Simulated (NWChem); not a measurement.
## Run report: AlClOF, single-point calculation

AlClOF, multiplicity 2, SMILES [O][Al]([F])[Cl], computed with CCSD/def2-SVP, UHF (NWChem 7.3.0).

The geometry comes from this level: PBE0-D4/def2-TZVP.

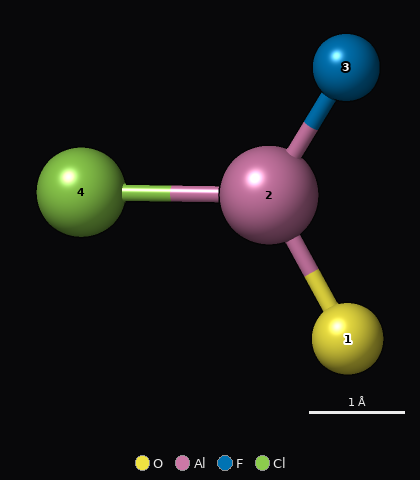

Figure 1. The input geometry (ball-and-stick view, seen at a tilt; atoms are numbered from 1 in the order of the input). Sticks mark near contacts.

Results in brief:

| quantity | value |
| --- | --- |
| outcome | converged |
| total energy | −876.036327 hartree |
| SCF energy | −875.501526 hartree |
| correlation energy | −0.534801 hartree |
| basis functions | 64 |
| ⟨S²⟩ | 0.755 |
| hardware | 1 thread of Intel Xeon (Sapphire Rapids), 16 GiB of memory available, shared host |
| wall time | 38 s |
| peak memory | 0.4 GiB |

Input:
```
echo
start mol
memory total 2200 mb

geometry units au noautosym nocenter noautoz
  O    1.87706496   1.11815095   2.44681739
  Al   0.11697405  -0.17990193   0.03155843
  F    0.52553284  -3.15811030  -0.65932544
  Cl  -2.41450307   2.10591079  -1.85741181
end

basis spherical bse
  O library def2-SVP
  Al library def2-SVP
  F library def2-SVP
  Cl library def2-SVP
end

scf
  nopen 1
  uhf
  thresh 1e-08
  maxiter 80
  tol2e 1e-06
  print low
end

tce
  scf
  ccsd
  freeze core 12
  maxiter 60
end

task tce
```

Command:
```bash
nwchem mol.nw > mol.out
```

Log:
```
============================== echo of input deck ==============================
echo
start mol
memory total 2200 mb

geometry units au noautosym nocenter noautoz
  O    1.87706496   1.11815095   2.44681739
  Al   0.11697405  -0.17990193   0.03155843
  F    0.52553284  -3.15811030  -0.65932544
  Cl  -2.41450307   2.10591079  -1.85741181
end

basis spherical bse
  O library def2-SVP
  Al library def2-SVP
  F library def2-SVP
  Cl library def2-SVP
end

scf
  nopen 1
  uhf
  thresh 1e-08
  maxiter 80
  tol2e 1e-06
  print low
end

tce
  scf
  ccsd
  freeze core 12
  maxiter 60
end

task tce
================================================================================

             Northwest Computational Chemistry Package (NWChem) 7.3.0
             --------------------------------------------------------

           Job information
           ---------------

    nwchem branch   = 7.3.0
    use scalapack   = T
    input           = mol.nw
    prefix          = mol.
    data base       = ./mol.db
    status          = startup
    nproc           =        1

           Memory information
           ------------------

    heap     =     72089598 doubles =      550.0 Mbytes
    stack    =     72089595 doubles =      550.0 Mbytes
    global   =    144179200 doubles =     1100.0 Mbytes (distinct from heap & stack)
    total    =    288358393 doubles =     2200.0 Mbytes
    verify   = yes
    hardfail = no

           Directory information
           ---------------------

  0 permanent = .
  0 scratch   = .

                                NWChem Input Module
                                -------------------

                             Geometry "geometry" -> ""
                             -------------------------

 Output coordinates in a.u. (scale by  1.000000000 to convert to a.u.)

  No.       Tag          Charge          X              Y              Z
 ---- ---------------- ---------- -------------- -------------- --------------
    1 O                    8.0000     1.87706496     1.11815095     2.44681739
    2 Al                  13.0000     0.11697405    -0.17990193     0.03155843
    3 F                    9.0000     0.52553284    -3.15811030    -0.65932544
    4 Cl                  17.0000    -2.41450307     2.10591079    -1.85741181

      Atomic Mass
      -----------

      O                 15.994910
      Al                26.981540
      F                 18.998400
      Cl                34.968850

 Effective nuclear repulsion energy (a.u.)     186.7056535786

            Nuclear Dipole moment (a.u.)
            ----------------------------
        X                 Y               Z
 ---------------- ---------------- ----------------
   -19.7795743000    13.9839732400   -17.5251310200

            XYZ format geometry
            -------------------
     4
 geometry
 O                     0.99330007     0.59170004     1.29480010
 Al                    0.06190001    -0.09520001     0.01670000
 F                     0.27810002    -1.67120012    -0.34890002
 Cl                   -1.27770009     1.11440008    -0.98290007

 ==============================================================================
                                internuclear distances
 ------------------------------------------------------------------------------
       center one      |      center two      | atomic units |       a.u.
 ------------------------------------------------------------------------------
    2 Al               |   1 O                |     3.25827  |     3.25827
    3 F                |   2 Al               |     3.08447  |     3.08447
    4 Cl               |   2 Al               |     3.89891  |     3.89891
 ------------------------------------------------------------------------------
                         number of included internuclear distances:          3
 ==============================================================================

 ==============================================================================
                                 internuclear angles
 ------------------------------------------------------------------------------
        center 1       |       center 2       |       center 3       |  degrees
 ------------------------------------------------------------------------------
    1 O                |   2 Al               |   3 F                |   118.63
    1 O                |   2 Al               |   4 Cl               |   118.44
    3 F                |   2 Al               |   4 Cl               |   122.93
 ------------------------------------------------------------------------------
                            number of included internuclear angles:          3
 ==============================================================================

                      Basis "ao basis" -> "" (spherical)
                      -----
  [basis functions not shown]

 Summary of "ao basis" -> "" (spherical)
 ------------------------------------------------------------------------------
       Tag                 Description            Shells   Functions and Types
 ---------------- ------------------------------  ------  ---------------------
 O                          def2-SVP                 6       14   3s2p1d
 Al                         def2-SVP                 8       18   4s3p1d
 F                          def2-SVP                 6       14   3s2p1d
 Cl                         def2-SVP                 8       18   4s3p1d

                                 NWChem SCF Module
                                 -----------------

  ao basis        = "ao basis"
  functions       =    64
  atoms           =     4
  alpha electrons =    24
  beta  electrons =    23
  charge          =   0.00
  wavefunction    = UHF
  input vectors   = atomic
  output vectors  = ./mol.movecs
  use symmetry    = F
  symmetry adapt  = F

 Forming initial guess at       0.1s

 Starting SCF solution at       0.2s

  ga_iter_lsolve: convergence stagnant ... aborting solve
  ga_iter_lsolve: convergence stagnant ... aborting solve

       Final UHF  results
       ------------------

         Total SCF energy =   -875.501526142892
      One electron energy =  -1587.070179910663
      Two electron energy =    524.863000189211
 Nuclear repulsion energy =    186.705653578560

                       Sz =      0.5000
                 Sz(Sz+1) =      0.7500
                      S^2 =      0.7555

        Time for solution =     10.5s

                   NWChem Extensible Many-Electron Theory Module
                   ---------------------------------------------

              ======================================================
                   This portion of the program was automatically
                  generated by a Tensor Contraction Engine (TCE).
                  The development of this portion of the program
                 and TCE was supported by US Department of Energy,
                Office of Science, Office of Basic Energy Science.
                      TCE is a product of Battelle and PNNL.
              ======================================================

            General Information
            -------------------
      Number of processors :     1
         Wavefunction type : Unrestricted Hartree-Fock
          No. of electrons :    47
           Alpha electrons :    24
            Beta electrons :    23
           No. of orbitals :   128
            Alpha orbitals :    64
             Beta orbitals :    64
        Alpha frozen cores :    12
         Beta frozen cores :    12
     Alpha frozen virtuals :     0
      Beta frozen virtuals :     0
         Spin multiplicity : doublet
    Number of AO functions :    64
       Number of AO shells :    28
        Use of symmetry is : off
      Symmetry adaption is : off
         Schwarz screening : 0.10D-05

          Correlation Information
          -----------------------
          Calculation type : Coupled-cluster singles & doubles
   Perturbative correction : none
            Max iterations :       60
        Residual threshold : 0.10D-06
     T(0) DIIS level shift : 0.00D+00
     L(0) DIIS level shift : 0.00D+00
     T(1) DIIS level shift : 0.00D+00
     L(1) DIIS level shift : 0.00D+00
     T(R) DIIS level shift : 0.00D+00
     T(I) DIIS level shift : 0.00D+00
   CC-T/L Amplitude update :  5-th order DIIS
                I/O scheme : Global Array Library
        L-threshold :  0.10D-06
        EOM-threshold :  0.10D-06
 no EOMCCSD initial starts read in
 TCE RESTART OPTIONS
 READ_INT:   F
 WRITE_INT:  F
 READ_TA:    F
 WRITE_TA:   F
 READ_XA:    F
 WRITE_XA:   F
 READ_IN3:   F
 WRITE_IN3:  F
 SLICE:      F
 D4D5:       F
 quantumc:   F
 qrotation:  F
 pwtce:      F
 qducc:      F
 nacto:                         0
 nrotv:                         0
 nrot:                          0

            Memory Information
            ------------------
          Available GA space size is     144171008 doubles
          Available MA space size is     144175924 doubles

 Maximum block size        32 doubles

 tile_dim =     21

 Block   Spin    Irrep     Size     Offset   Alpha
 -------------------------------------------------
   1    alpha     a     12 doubles       0       1
   2    beta      a     11 doubles      12       2
   3    alpha     a     20 doubles      23       3
   4    alpha     a     20 doubles      43       4
   5    beta      a     20 doubles      63       5
   6    beta      a     21 doubles      83       6

 Global array virtual files algorithm will be used

 Parallel file system coherency ......... OK

 Fock matrix recomputed
 1-e file size   =             5408
 1-e file name   = ./mol.f1

 tce_ao2e: fast2e=1
 half-transformed integrals in memory

 2-e (intermediate) file size =        26054656
 2-e (intermediate) file name = ./mol.v2i

 tce_mo2e: fast2e=1
 2-e integrals stored in memory

 2-e file size   =         13998481
 2-e file name   = ./mol.v2
 T1-number-of-tasks                    4

 t1 file size   =              931
 t1 file name   = ./mol.t1
 t1 file handle =       -998
 T2-number-of-boxes                   10

 t2 file size   =           541861
 t2 file name   = ./mol.t2
 t2 file handle =       -995
CCSD iterations
 ---------------------------------------------------------
 Iter          Residuum       Correlation     Cpu    Wall
 ---------------------------------------------------------
NEW TASK SCHEDULING
CCSD_T1_NTS --- OK
CCSD_T2_NTS --- OK
    1   0.1623349058880  -0.5081977082432     0.5     0.5
    2   0.0444023858163  -0.5257315218120     0.5     0.5
    3   0.0171175706260  -0.5321833056344     0.6     0.6
    4   0.0084137710852  -0.5335755551871     0.7     0.7
    5   0.0047609148158  -0.5342906576257     0.6     0.6
 MICROCYCLE DIIS UPDATE:                    5                    5
    6   0.0022951752771  -0.5345819553810     0.6     0.6
    7   0.0014110391141  -0.5347481234212     0.6     0.6
    8   0.0009711722410  -0.5347643784367     0.6     0.6
    9   0.0006941830251  -0.5347704053994     0.6     0.6
   10   0.0004954673776  -0.5347790913448     0.6     0.6
 MICROCYCLE DIIS UPDATE:                   10                    5
   11   0.0000909514229  -0.5347926760283     0.6     0.6
   12   0.0000634639478  -0.5347979051398     0.6     0.6
   13   0.0000534780000  -0.5347997482085     0.6     0.6
   14   0.0000469097758  -0.5347999625007     0.6     0.6
   15   0.0000422529546  -0.5348001887928     0.5     0.5
 MICROCYCLE DIIS UPDATE:                   15                    5
   16   0.0000271715783  -0.5347983886572     0.5     0.5
   17   0.0000203023769  -0.5348002366840     0.5     0.5
   18   0.0000176076926  -0.5348003786306     0.5     0.5
   19   0.0000154792395  -0.5348004652073     0.5     0.5
   20   0.0000140053748  -0.5348004867165     0.5     0.5
 MICROCYCLE DIIS UPDATE:                   20                    5
   21   0.0000089099585  -0.5348000865519     0.5     0.5
   22   0.0000065120100  -0.5348003633360     0.5     0.5
   23   0.0000055920737  -0.5348005053295     0.5     0.5
   24   0.0000049350915  -0.5348005000570     0.5     0.5
   25   0.0000044467565  -0.5348005151176     0.5     0.5
 MICROCYCLE DIIS UPDATE:                   25                    5
   26   0.0000028475966  -0.5348003523893     0.5     0.5
   27   0.0000021690187  -0.5348005255226     0.5     0.5
   28   0.0000018941887  -0.5348005324638     0.5     0.5
   29   0.0000016768348  -0.5348005406387     0.5     0.5
   30   0.0000015181913  -0.5348005410249     0.5     0.5
 MICROCYCLE DIIS UPDATE:                   30                    5
   31   0.0000009299079  -0.5348005118782     0.5     0.5
   32   0.0000006827118  -0.5348005292580     0.5     0.5
   33   0.0000005779399  -0.5348005424803     0.5     0.5
   34   0.0000005079215  -0.5348005415667     0.5     0.5
   35   0.0000004557996  -0.5348005431572     0.5     0.5
 MICROCYCLE DIIS UPDATE:                   35                    5
   36   0.0000002906052  -0.5348005297355     0.5     0.5
   37   0.0000002264653  -0.5348005448344     0.5     0.5
   38   0.0000001979552  -0.5348005452685     0.5     0.5
   39   0.0000001764835  -0.5348005460115     0.5     0.5
   40   0.0000001598306  -0.5348005459806     0.5     0.5
 MICROCYCLE DIIS UPDATE:                   40                    5
   41   0.0000000671421  -0.5348005450394     0.5     0.5
 -----------------------------------------------------------------
 Iterations converged
 CCSD correlation energy / hartree =        -0.534800545039431
 CCSD total energy / hartree       =      -876.036326687931137

 Singles contributions

 Doubles contributions

 Task  times  cpu:       37.1s     wall:       37.1s
 Total times  cpu:       37.2s     wall:       37.2s
```
